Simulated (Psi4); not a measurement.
**MP2/6-31+G(d,p) (density fitting, density fitting for correlation, spherical functions, sweep point 5) run of BCl2F (SMILES FB(Cl)Cl)**

What is the vertical ionisation energy of BCl2F at MP2/6-31+G** (density fitting, density fitting for correlation, spherical functions, sweep point 5)? The job is set up through a Python script.

The calculation is run with Psi4 1.11.

## (1) The structure to begin with

BCl2F: 4 atoms, total charge 0, spin state singlet. SMILES: `FB(Cl)Cl`. Geometry: relaxed at GFN2-xTB.

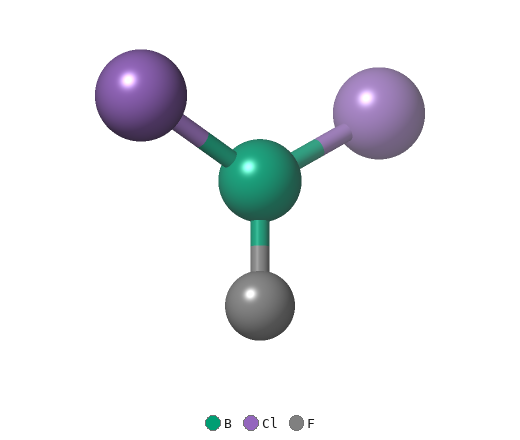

The structure, seen from a chosen angle (boron teal, chlorine purple, fluorine grey).

## (2) The energy at MP2/6-31+G(d,p) (density fitting, density fitting for correlation, spherical functions, sweep point 5)

calc.py

```python
import psi4

psi4.set_memory(1600000000)
psi4.set_num_threads(1)
psi4.set_output_file('bcl2f.out', False)

m = psi4.geometry("""
0 1
B     -0.037880    -0.063210    -0.000480
Cl     1.671570    -0.146640     0.013750
Cl    -0.914230     1.407130    -0.016990
F     -0.719460    -1.197280     0.003720
units angstrom
symmetry c1
""")

psi4.set_options(dict(puream=True, scf_type='df', num_frozen_docc=12))

energy_value = psi4.energy("mp2/6-31+G**", molecule=m)
print(f'mp2/6-31+G** energy: {energy_value:.10f} Eh')
for k, v in sorted(psi4.core.scalar_variables().items()):
    print(f'{k:45s} {v:18.10f}')
```

Started as:

```console
$ python calc.py
```

bcl2f.out:

```text
[...]
  Running in c1 symmetry.
[...]
  Nuclear repulsion =  183.247378343285163
[...]
  Multiplicity = 1
[...]
  Nalpha       = 24
  Nbeta        = 24
[...]
    Number of basis functions: 80
[...]
   @DF-RHF iter   1: -1043.18599478922806   -3.78413e-01   4.11682e-03 DIIS/ADIIS
[...]
   @DF-RHF iter  11: -1043.23225435246263   -4.32010e-12   4.70727e-09 DIIS
[...]
    Orbital Energies [Eh]
    ---------------------
    Doubly Occupied:
       1A   -104.848216     2A   -104.848179     3A    -26.345759
       4A    -10.589151     5A    -10.589108     6A     -8.057524
       7A     -8.057482     8A     -8.055042     9A     -8.055001
      10A     -8.054597    11A     -8.054557    12A     -7.779151
      13A     -1.657043    14A     -1.173107    15A     -1.133802
      16A     -0.815694    17A     -0.734821    18A     -0.715515
      19A     -0.672214    20A     -0.573781    21A     -0.531964
      22A     -0.517454    23A     -0.490198    24A     -0.476740
[...]
  @DF-RHF Final Energy: -1043.23225435246263
   => Energetics <=
    Nuclear Repulsion Energy =            183.2473783432851633
    One-Electron Energy =               -1807.3070649871176556
    Two-Electron Energy =                 580.8274322913697461
    Total Energy =                      -1043.2322543524628600
[...]
 Multipole Moments:
 ------------------------------------------------------------------------------------
     Multipole            Electronic (a.u.)      Nuclear  (a.u.)        Total (a.u.)
 ------------------------------------------------------------------------------------
 L = 1.  Multiply by 2.5417464519 to convert [e a0] to [Debye]
 Dipole X            :         -0.3946181            0.4839588            0.0893407
 Dipole Y            :         -0.6579266            0.8055345            0.1476079
 Dipole Z            :          0.0003510           -0.0018725           -0.0015215
 Magnitude           :                                                    0.1725461
[...]
```

The script printed:

```text
mp2/6-31+G** energy: -1043.7429605491 Eh
CURRENT CORRELATION ENERGY                         -0.5107061967
CURRENT ENERGY                                  -1043.7429605491
CURRENT REFERENCE ENERGY                        -1043.2322543525
CUSTOM SCS-MP2 CORRELATION ENERGY                  -0.4896149182
CUSTOM SCS-MP2 TOTAL ENERGY                     -1043.7218692707
DD SOLVATION ENERGY                                 0.0000000000
HF KINETIC ENERGY                                1043.4629425058
HF POTENTIAL ENERGY                             -2086.6951968583
HF TOTAL ENERGY                                 -1043.2322543525
HF VIRIAL RATIO                                     1.9997789206
MP2 CORRELATION ENERGY                             -0.5107061967
MP2 DOUBLES ENERGY                                 -0.5107061967
MP2 OPPOSITE-SPIN CORRELATION ENERGY               -0.3685148300
MP2 SAME-SPIN CORRELATION ENERGY                   -0.1421913667
MP2 SINGLES ENERGY                                 -0.0000000000
MP2 TOTAL ENERGY                                -1043.7429605491
NUCLEAR REPULSION ENERGY                          183.2473783433
ONE-ELECTRON ENERGY                             -1807.3070649871
PCM POLARIZATION ENERGY                             0.0000000000
PE ENERGY                                           0.0000000000
SCF ITERATION ENERGY                            -1043.2322543525
SCF ITERATIONS                                     11.0000000000
SCF TOTAL ENERGY                                -1043.2322543525
SCS-MP2 CORRELATION ENERGY                         -0.4896149182
SCS-MP2 TOTAL ENERGY                            -1043.7218692707
TWO-ELECTRON ENERGY                               580.8274322914
```

Run time: 1.3 s. Hardware: 1 thread of AMD EPYC 9R45 (Zen 5), shared host; peak memory 0.21 GiB.

## (3) The doublet cation, same level

job.py

```python
import psi4

psi4.set_memory(1600000000)
psi4.set_num_threads(1)
psi4.set_output_file('output.dat', False)

m = psi4.geometry("""
1 2
B     -0.037880    -0.063210    -0.000480
Cl     1.671570    -0.146640     0.013750
Cl    -0.914230     1.407130    -0.016990
F     -0.719460    -1.197280     0.003720
units angstrom
symmetry c1
""")

psi4.set_options({
    'basis': '6-31+G**',
    'reference': 'uhf',
    'puream': True,
    'scf_type': 'df',
    'num_frozen_docc': 12,
    'maxiter': 150,
})

e = psi4.energy('mp2')
print(f'total energy {e:.8f} hartree = {e * 27.211386:.5f} eV')
```

Started as:

```console
$ python job.py
```

output.dat:

```text
[...]
  Running in c1 symmetry.
[...]
  Nuclear repulsion =  183.247378343285163
[...]
  Multiplicity = 2
[...]
  Nalpha       = 24
  Nbeta        = 23
[...]
    Number of basis functions: 80
[...]
   @DF-UHF iter   1: -1042.71801991990014    8.95619e-02   4.60944e-03 ADIIS/DIIS
[...]
   @DF-UHF iter  21: -1042.79151382098962   -1.61435e-11   9.84237e-09 DIIS
[...]
   @S^2 Observed:                7.825369823E-01
[...]
    Orbital Energies [Eh]
    ---------------------
    Alpha Occupied:
       1A   -105.168833     2A   -105.168646     3A    -26.560695
       4A    -10.904457     5A    -10.904268     6A     -8.383083
       7A     -8.382883     8A     -8.368987     9A     -8.368801
      10A     -8.366945    11A     -8.366761    12A     -8.030132
      13A     -1.867827    14A     -1.477517    15A     -1.442101
      16A     -1.035008    17A     -0.962445    18A     -0.952519
      19A     -0.925239    20A     -0.838882    21A     -0.824955
      22A     -0.805258    23A     -0.803093    24A     -0.774730
    Alpha Virtual:
      25A     -0.125613    26A     -0.106896    27A     -0.063652
[...]
  @DF-UHF Final Energy: -1042.79151382098962
   => Energetics <=
    Nuclear Repulsion Energy =            183.2473783432851633
    One-Electron Energy =               -1793.9976301418791991
    Two-Electron Energy =                 567.9587379776044145
    Total Energy =                      -1042.7915138209896213
  UHF NO Occupations:
  HONO-2 :   22  A 1.9988409
  HONO-1 :   23  A 1.9862199
[...]
 Multipole Moments:
 ------------------------------------------------------------------------------------
     Multipole            Electronic (a.u.)      Nuclear  (a.u.)        Total (a.u.)
 ------------------------------------------------------------------------------------
 L = 1.  Multiply by 2.5417464519 to convert [e a0] to [Debye]
 Dipole X            :         -0.0748827            0.4839588            0.4090762
 Dipole Y            :         -0.1281011            0.8055345            0.6774334
 Dipole Z            :         -0.0012252           -0.0018725           -0.0030977
 Magnitude           :                                                    0.7913716
[...]
```

On the terminal:

```text
total energy -1043.29871925 hartree = -28389.60416 eV
```

Wall time 1.8 s (1 thread of AMD EPYC 9R45 (Zen 5), shared host); peak memory 0.21 GiB.

## (4) What came out

At MP2/6-31+G** (density fitting, density fitting for correlation, spherical functions, sweep point 5), 12 core orbitals frozen:

| quantity | value |
| --- | --- |
| singlet BCl2F: total energy | -1043.74296 Eh |
| singlet BCl2F: HOMO energy (Hartree–Fock orbitals) | -12.97 eV |
| singlet BCl2F: LUMO energy (Hartree–Fock orbitals) | 1.29 eV |
| singlet BCl2F: HOMO–LUMO gap (Hartree–Fock orbitals) | 14.26 eV |
| singlet BCl2F: correlation energy (12 core orbitals frozen) | -510.7 mEh |
| doublet cation: total energy | -1043.29872 Eh |
| doublet cation: HOMO energy (Hartree–Fock orbitals) (highest over α and β) | -18.06 eV |
| doublet cation: LUMO energy (Hartree–Fock orbitals) (lowest over α and β) | -11.03 eV |
| doublet cation: correlation energy (12 core orbitals frozen) | -507.2 mEh |
| doublet cation: ⟨S²⟩ of the reference determinant | 0.783 |
| vertical ionisation energy (to the doublet cation) | 12.088 eV |

In words: The vertical ionisation energy comes to 12.09 eV (279 kcal/mol).
